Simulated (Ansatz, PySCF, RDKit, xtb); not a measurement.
# AlH2SeF3: ranking a sample of isomers, part 2 of 2

A sample of isomers of AlH2SeF3 is drawn. Aim: find which of them has the lowest free energy at 298.15 K, then its properties. The sample is small against all isomers, and the most stable one of this formula need not be in it.

xtb, Ansatz and PySCF; isolated molecules.

### Step 13. Putting it together

Energies in kcal/mol from c074b; G adds the thermal terms to the CCSD(T)/def2-SVP + MP2/def2-TZVPP - MP2/def2-SVP energy. The columns left of the relaxed level are at the tight-binding geometries.

```
label                     SMILES     spin  GFN2-xTB  HF/STO-3G  r2SCAN-D4/def2-SVP  PBE0-D4/def2-SVP  HF/def2-SVP  MP2/def2-SVP  CCSD(T)/def2-SVP + MP2/def2-TZVPP - MP2/def2-SVP     G  share at equilibrium     T1
c074b  [F][Al]([F])([F])[SeH2] ‡  singlet       0.0        0.0                 0.0               0.0          0.0           0.0                                               0.0   0.0               100.0 %  0.011
c106a    [F][SeH][AlH]([F])[F] ‡  singlet      40.6       68.5                81.4              75.1         91.4          86.3                                              78.8  79.3               < 0.1 %  0.013
c600a    [F][SeH][AlH]([F])[F] ‡  singlet      40.6       57.1                79.7              75.2         83.9          84.1                                              79.6  79.8               < 0.1 %  0.012
```

‡ marks the bonded skeleton alone, with all bonds drawn single: no Lewis structure was assigned that passes a check against the bond lengths.

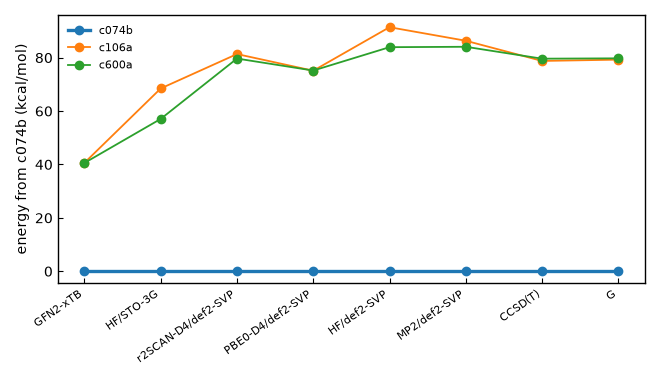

The finalists at each level, measured from c074b.

Lowest found: c074b, `[F][Al]([F])([F])[SeH2]` ‡, a singlet of point group Cs. Bond lengths: Al1–F2 1.661 Å, Al1–F3 1.661 Å, Al1–F4 1.662 Å, Al1–Se5 2.591 Å, Se5–H6 1.472 Å, Se5–H7 1.472 Å. Angles: F2–Al1–F3 118.7°, F2–Al1–F4 117.4°, F2–Al1–Se5 98.2°, F3–Al1–F4 117.4°, F3–Al1–Se5 98.2°, F4–Al1–Se5 99.1°, Al1–Se5–H6 94.1°, Al1–Se5–H7 94.1°, H6–Se5–H7 91.8°.

```xyz
7

Al   -0.4256    0.3229   -1.7266
F    -2.0304    0.5588   -2.0831
F     0.6947    0.4893   -2.9411
F    -0.0628   -0.7265   -0.4895
Se    0.0139    2.5656   -0.5063
H    -0.7341    2.1760    0.7002
H     1.2864    2.1167    0.0821
```

‡ marks the bonded skeleton alone, with all bonds drawn single: no Lewis structure was assigned that passes a check against the bond lengths.

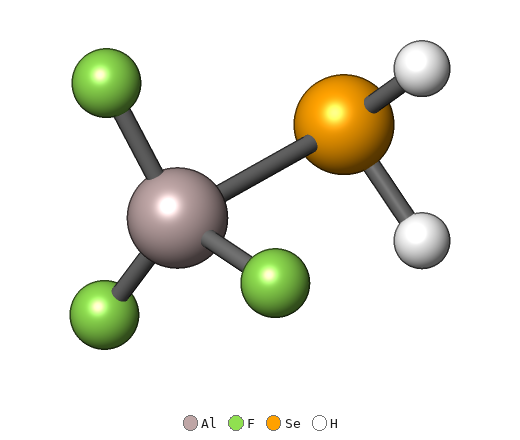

The lowest structure found, seen from a chosen angle (aluminium light grey, fluorine green, selenium orange, hydrogen white).

### Step 14. Density, orbitals and dipole (PBE0/def2-TZVPD)

The input, input.yaml:

```yaml
crystal:
  periodic: [false, false, false]
  atoms:
    - {symbol: Al, position_ang: [-0.425624, 0.322946, -1.726577]}
    - {symbol: F, position_ang: [-2.030375, 0.558827, -2.083087]}
    - {symbol: F, position_ang: [0.694697, 0.489269, -2.941086]}
    - {symbol: F, position_ang: [-0.062778, -0.726468, -0.489534]}
    - {symbol: Se, position_ang: [0.013942, 2.565567, -0.506257]}
    - {symbol: H, position_ang: [-0.734081, 2.176034, 0.700167]}
    - {symbol: H, position_ang: [1.286365, 2.116664, 0.082136]}
basis:
  gaussian:
    orbitals: def2-TZVPD
hamiltonian:
  xc: {name: PBE0}
output: {forces: true, orbitals: {seedname: orbitals}}
```

Started as:

```sh
ansatz run input.yaml --threads 2 --pin off --max-ram 5220MiB --events-out events.jsonl --progress --plain --runs-dir runs
```

Log (excerpt; [...] marks lines left out):

```text
Warning: RAYON_NUM_THREADS=2 ignored (pool sized by the plan → 2); use --threads N
Functional definition: PBE0
  name "PBE0"
[...]
1440 factors; their error is unknown
[...]
mean field -80121.96438181 eV, -2944.4278824136 hartree, gradient 3.7e-5 eV, S^2 0.000000; 0 other end points of the search recorded, 0 dependent functions left out
[...]
reference -80121.96443020 eV, -2944.4278841919 hartree; 38, 38 occupied and 200, 200 virtual orbitals, 1440 factors
[...]
Atom 2 at     0.694697     0.489269    -2.941086 Å, force    -0.230322    -0.045690     0.229018 eV/Å
Atom 3 at    -0.062778    -0.726468    -0.489534 Å, force    -0.076879     0.171274    -0.257665 eV/Å
Atom 4 at     0.013942     2.565567    -0.506257 Å, force     0.013225     0.009393     0.041191 eV/Å
Atom 5 at    -0.734081     2.176034     0.700167 Å, force     0.030636     0.003190    -0.037559 eV/Å
Atom 6 at     1.286365     2.116664     0.082136 Å, force    -0.046080     0.006200    -0.014115 eV/Å
Dipole moment:     0.218686     0.769193     0.640386 e Å
```

It took 12 s on 2 threads of Arm Neoverse V1, shared host; peak memory 0.76 GiB.

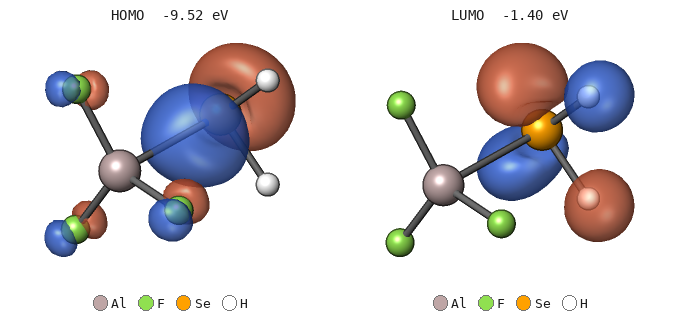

Frontier orbitals of this run, surfaces at ±0.2 Å^-3/2.

### Step 15. Frequencies after a tight-binding relaxation (GFN2-xTB)

The input, start.xyz:

```xyz
7
c074b
Al    -0.425624     0.322946    -1.726577
F     -2.030375     0.558827    -2.083087
F      0.694697     0.489269    -2.941086
F     -0.062778    -0.726468    -0.489534
Se     0.013942     2.565567    -0.506257
H     -0.734081     2.176034     0.700167
H      1.286365     2.116664     0.082136
```

Started as:

```sh
xtb start.xyz --gfn 2 --ohess tight
```

Log (excerpt; [...] marks lines left out):

```text
[...]
         ::                     SUMMARY                     ::
         :::::::::::::::::::::::::::::::::::::::::::::::::::::
         :: total energy             -19.715567055822 Eh    ::
         :: gradient norm              0.000315407574 Eh/a0 ::
         :: HOMO-LUMO gap              4.634132229637 eV    ::
         ::.................................................::
         :: SCC energy               -19.770501610714 Eh    ::
         :: -> isotropic ES            0.100534206187 Eh    ::
         :: -> anisotropic ES          0.003404991153 Eh    ::
         :: -> anisotropic XC         -0.003537709457 Eh    ::
         :: -> dispersion             -0.003639957323 Eh    ::
         :: repulsion energy           0.054934554892 Eh    ::
         :: add. restraining           0.000000000000 Eh    ::
         :: total charge               0.000000000000 e     ::
         :::::::::::::::::::::::::::::::::::::::::::::::::::::
[...]
          | TOTAL ENERGY              -19.715567055822 Eh   |
          | TOTAL ENTHALPY            -19.685425057691 Eh   |
          | TOTAL FREE ENERGY         -19.729358523340 Eh   |
          | GRADIENT NORM               0.000315389876 Eh/α |
[...]
```

Run time: 0.13 s. Hardware: 2 threads of Arm Neoverse V1, shared host.

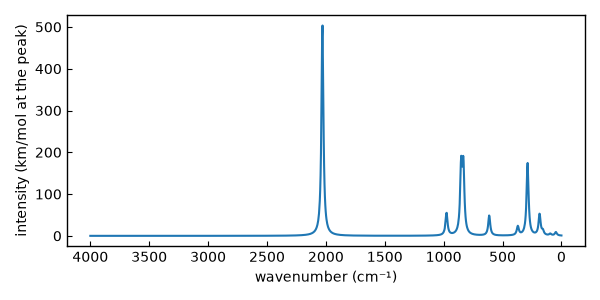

Harmonic infrared spectrum, unscaled, lines broadened by 10 cm⁻¹.

### Step 16. Electronic excitations (TD-CAM-B3LYP/def2-SVPD)

An in-house driver calls PySCF's response routines at TD-CAM-B3LYP/def2-SVPD; it has no typed input.

Log:

```text
coarse grid: 34528 points
cycle   1  E = -2944.2770518602  dE = -7.925e-01  |g| = 9.569e-01  |ddm| = 2.758e+00
cycle   2  E = -2944.1739126769  dE =  1.031e-01  |g| = 1.336e+00  |ddm| = 1.587e+00
cycle   3  E = -2944.4482697224  dE = -2.744e-01  |g| = 4.682e-02  |ddm| = 7.947e-01
cycle   4  E = -2944.4487701037  dE = -5.004e-04  |g| = 2.135e-02  |ddm| = 1.028e-01
cycle   5  E = -2944.4488412233  dE = -7.112e-05  |g| = 3.868e-03  |ddm| = 2.551e-02
cycle   6  E = -2944.4488443510  dE = -3.128e-06  |g| = 1.338e-03  |ddm| = 6.832e-03
final grid: 70520 points
cycle   7  E = -2944.4487555174  dE = -1.649e-07  |g| = 1.504e-03  |ddm| = 2.754e-03
cycle   8  E = -2944.4487553311  dE =  1.863e-07  |g| = 1.918e-03  |ddm| = 2.395e-03
cycle   9  E = -2944.4487558917  dE = -5.605e-07  |g| = 1.180e-04  |ddm| = 1.182e-03
cycle  10  E = -2944.4487558945  dE = -2.891e-09  |g| = 2.117e-05  |ddm| = 1.459e-04
cycle  11  E = -2944.4487558947  dE = -1.846e-10  |g| = 8.641e-06  |ddm| = 4.870e-05
converged SCF energy = -2944.4487558947

Static polarisability (au): isotropic 48.599, principal 45.062 45.769 54.967

Singlet excitations
state   eV       nm        f      main configurations
  1   6.4747    191.5   0.00055   H->L+1 0.97
  2   7.0940    174.8   0.04449   H->L 0.93
  3   8.7444    141.8   0.47557   H->L+2 0.84
  4   9.1555    135.4   0.01767   H-2->L+1 0.51, H-6->L+1 0.16, H->L+4 0.11
  5   9.1700    135.2   0.07636   H-2->L 0.54, H->L+3 0.20, H-6->L 0.13
  6   9.2371    134.2   0.00009   H-1->L 0.70, H-1->L+3 0.11, H-1->L+2 0.09
  7   9.3480    132.6   0.01999   H->L+3 0.47, H->L+5 0.16, H-2->L 0.16
  8   9.3587    132.5   0.01289   H->L+4 0.83

Triplet excitations (Tamm-Dancoff, eV): 5.9674 6.5385 7.5483
```

Wall time 13 s (2 threads of Arm Neoverse V1, shared host).

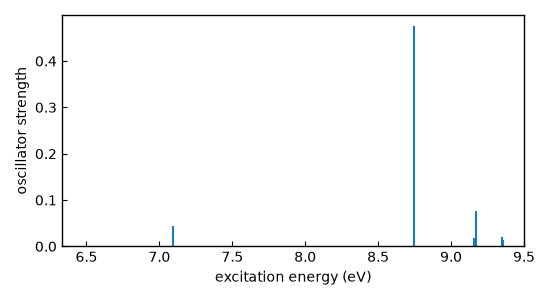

Vertical excitations as sticks.

The roots found:

```
excited state  energy (eV)  strength
            1        6.475    0.0006
            2        7.094    0.0445
            3        8.744    0.4756
            4        9.155    0.0177
            5        9.170    0.0764
            6        9.237    0.0001
            7        9.348    0.0200
            8        9.359    0.0129
```

### Step 17. NMR shieldings (GIAO PBE0/pcSseg-1)

An in-house driver calls PySCF's response routines at GIAO PBE0/pcSseg-1; it has no typed input.

Log:

```text
coarse grid: 34528 points
cycle   1  E = -2943.8067764954  dE = -8.139e-01  |g| = 1.218e+00  |ddm| = 2.489e+00
cycle   2  E = -2943.6030037766  dE =  2.038e-01  |g| = 1.658e+00  |ddm| = 1.484e+00
cycle   3  E = -2943.9845925395  dE = -3.816e-01  |g| = 1.526e-01  |ddm| = 9.341e-01
cycle   4  E = -2943.9873743689  dE = -2.782e-03  |g| = 4.276e-02  |ddm| = 9.425e-02
cycle   5  E = -2943.9875204839  dE = -1.461e-04  |g| = 4.765e-03  |ddm| = 2.285e-02
cycle   6  E = -2943.9875229783  dE = -2.494e-06  |g| = 2.676e-03  |ddm| = 6.576e-03
final grid: 70520 points
cycle   7  E = -2943.9874217544  dE =  7.965e-07  |g| = 3.772e-03  |ddm| = 4.406e-03
cycle   8  E = -2943.9874196036  dE =  2.151e-06  |g| = 5.506e-03  |ddm| = 5.261e-03
cycle   9  E = -2943.9874240472  dE = -4.444e-06  |g| = 2.803e-04  |ddm| = 2.814e-03
cycle  10  E = -2943.9874240688  dE = -2.164e-08  |g| = 4.373e-05  |ddm| = 3.021e-04
cycle  11  E = -2943.9874240690  dE = -1.555e-10  |g| = 1.800e-06  |ddm| = 2.099e-05
converged SCF energy = -2943.9874240690

GIAO shielding tensors (ppm)
atom      isotropic    diamagn.    paramagn.     s11        s22        s33       span
  0 Al     510.259     792.063    -281.803    446.909    541.375    542.495     95.586
  1 F      353.570     469.467    -115.898    314.031    316.997    429.681    115.650
  2 F      353.666     469.321    -115.655    314.034    317.071    429.894    115.861
  3 F      349.235     471.999    -122.764    307.764    314.719    425.222    117.458
  4 Se    2066.601    3001.707    -935.106   1867.428   1969.168   2363.207    495.779
  5 H       28.478      29.772      -1.293     21.071     21.794     42.569     21.498
  6 H       28.477      29.632      -1.155     21.070     21.789     42.571     21.501
```

It took 6.6 s on 2 threads of Arm Neoverse V1, shared host.

Isotropic shieldings (absolute, not shifts; non-relativistic, which misses 10 ppm and more beside bromine and heavier atoms):

```
atoms  shielding (ppm)
  Al1            510.3
   F2            353.6
   F3            353.7
   F4            349.2
  Se5           2066.6
   H6            28.48
   H7            28.48
```

### Step 18. The cation at the same geometry (PBE0/def2-TZVPD)

input.yaml, as its differences from that of step 14:

```diff
@@ -11,6 +11,5 @@
 basis:
-  gaussian:
-    orbitals: def2-TZVPD
-hamiltonian:
-  xc: {name: PBE0}
-output: {forces: true, orbitals: {seedname: orbitals}}
+  gaussian: {orbitals: def2-TZVPD}
+total_charge: 1
+magnetization: {spin_polarized: true, initial_magnetization: 1}
+hamiltonian: {xc: pbe0}
```

Started as:

```sh
ansatz run input.yaml --threads 2 --pin off --max-ram 5220MiB --events-out events.jsonl --progress --plain --runs-dir runs
```

Log (excerpt; [...] marks lines left out):

```text
Warning: RAYON_NUM_THREADS=2 ignored (pool sized by the plan → 2); use --threads N
[... 2 set-up lines as earlier in the session ...]
[...]
1440 factors; their error is unknown
[...]
mean field -80110.20150554 eV, -2943.9956046837 hartree, gradient 3.2e-6 eV, S^2 0.756479; 4 other end points of the search recorded, 0 dependent functions left out
reference -80110.20154846 eV, -2943.9956062610 hartree; 38, 37 occupied and 200, 201 virtual orbitals, 1440 factors
Total energy: -80110.20154846 eV, -2943.9956062610 hartree
```

Wall time 28 s (2 threads of Arm Neoverse V1, shared host); peak memory 0.96 GiB.

Difference from the parent: 11.76 eV.

### Step 19. The anion at the same geometry (PBE0/def2-TZVPD)

The input, input.yaml:

```yaml
basis:
  gaussian: {orbitals: def2-TZVPD}
crystal:
  periodic: [false, false, false]
  atoms:
    - symbol: Al
      position_ang: [-0.425624, 0.322946, -1.726577]
    - symbol: F
      position_ang: [-2.030375, 0.558827, -2.083087]
    - symbol: F
      position_ang: [0.694697, 0.489269, -2.941086]
    - symbol: F
      position_ang: [-0.062778, -0.726468, -0.489534]
    - symbol: Se
      position_ang: [0.013942, 2.565567, -0.506257]
    - symbol: H
      position_ang: [-0.734081, 2.176034, 0.700167]
    - symbol: H
      position_ang: [1.286365, 2.116664, 0.082136]
total_charge: -1
magnetization: {spin_polarized: true, initial_magnetization: 1}
hamiltonian: {xc: pbe0}
scf: {lower_state_search: off}
```

Started as:

```sh
ansatz run input.yaml --threads 2 --pin off --max-ram 5220MiB --events-out events.jsonl --progress --plain --runs-dir runs
```

Log (excerpt; [...] marks lines left out):

```text
Warning: RAYON_NUM_THREADS=2 ignored (pool sized by the plan → 2); use --threads N
[... 2 set-up lines as earlier in the session ...]
[...]
1440 factors; their error is unknown
[...]
mean field -80121.96675211 eV, -2944.4279695203 hartree, gradient 8.0e-6 eV, S^2 0.750563; 0 other end points of the search recorded, 0 dependent functions left out
reference -80121.96679157 eV, -2944.4279709706 hartree; 39, 38 occupied and 199, 200 virtual orbitals, 1440 factors
Total energy: -80121.96679157 eV, -2944.4279709706 hartree
Checks for a lower state left out: stability, starts, cluster_reference, orbital_swaps, neighbouring_geometries, increment
```

Wall time 12 s (2 threads of Arm Neoverse V1, shared host); peak memory 0.83 GiB.

Parent less the species with the added electron: 0.00 eV.

### Step 20. The triplet at the same geometry (PBE0/def2-TZVPD)

input.yaml, as its differences from that of step 19:

```diff
@@ -1,3 +1 @@
-basis:
-  gaussian: {orbitals: def2-TZVPD}
 crystal:
@@ -19,5 +17,5 @@
       position_ang: [1.286365, 2.116664, 0.082136]
-total_charge: -1
-magnetization: {spin_polarized: true, initial_magnetization: 1}
+basis:
+  gaussian: {orbitals: def2-TZVPD}
+magnetization: {spin_polarized: true, initial_magnetization: 2}
 hamiltonian: {xc: pbe0}
-scf: {lower_state_search: off}
```

Started as:

```sh
ansatz run input.yaml --threads 2 --pin off --max-ram 5220MiB --events-out events.jsonl --progress --plain --runs-dir runs
```

Log (excerpt; [...] marks lines left out):

```text
Warning: RAYON_NUM_THREADS=2 ignored (pool sized by the plan → 2); use --threads N
[... 2 set-up lines as earlier in the session ...]
[...]
1440 factors; their error is unknown
[...]
mean field -80115.97898326 eV, -2944.2079230739 hartree, gradient 7.2e-6 eV, S^2 2.006175; 6 other end points of the search recorded, 0 dependent functions left out
reference -80115.97903603 eV, -2944.2079250129 hartree; 39, 37 occupied and 199, 201 virtual orbitals, 1440 factors
Total energy: -80115.97903603 eV, -2944.2079250129 hartree
```

Run time: 34 s. Hardware: 2 threads of Arm Neoverse V1, shared host; peak memory 0.96 GiB.

It lies 5.99 eV above the singlet.

### Step 21. What came out

The summary covers parts 1 to 2.

| quantity | value |
| --- | --- |
| lowest structure found | [F][Al]([F])([F])[SeH2] ‡, singlet, Cs |
| next finalist | [F][SeH][AlH]([F])[F] ‡, singlet, 79.3 kcal/mol higher in G |
| share at equilibrium, among the finalists | 100.0 % |
| funnel | 4 starts, 3 minima at GFN2-xTB, 5 screening runs, 1 rescued, 3 relaxed, 3 ranked |
| CPU time of all runs | 17 min |
| harmonic wavenumbers, lowest and highest (PBE0-D4/def2-SVP) | 35 and 2474 cm⁻¹ |
| rotational constants, same geometry | 0.1066, 0.04283, 0.04267 cm⁻¹ |
| dipole moment (PBE0/def2-TZVPD) | 4.92 D |
| HOMO energy (PBE0/def2-TZVPD) | -9.52 eV |
| LUMO energy (PBE0/def2-TZVPD) | -1.40 eV |
| HOMO–LUMO gap (PBE0/def2-TZVPD) | 8.12 eV |
| lowest excitation (TD-CAM-B3LYP/def2-SVPD) | 6.47 eV (f = 0.001) |
| strongest of the states computed, same level | 8.74 eV (f = 0.476) |
| lowest triplet excitation, same level, Tamm-Dancoff | 5.97 eV |
| vertical ionisation energy | 11.76 eV |
| vertical electron affinity | 0.00 eV |
| vertical triplet less singlet | +5.99 eV |

**Reading.** The lowest structure found is `[F][Al]([F])([F])[SeH2]` ‡. Among the finalists first place is clear (79.3 kcal/mol); structures outside the list aren't covered. GFN2-xTB, HF/STO-3G, r2SCAN-D4/def2-SVP, PBE0-D4/def2-SVP, HF/def2-SVP and MP2/def2-SVP already put its bonding pattern lowest among the structures in one piece. The largest share of the time went into the vibrations (42 %). Lowest found is not proven lowest: the search is finite, and each finalist counts with one conformer. Only 3 drawn patterns were tried, so whole families of isomers are missing, and the result ranks this sample alone.

‡ marks the bonded skeleton alone, with all bonds drawn single: no Lewis structure was assigned that passes a check against the bond lengths.
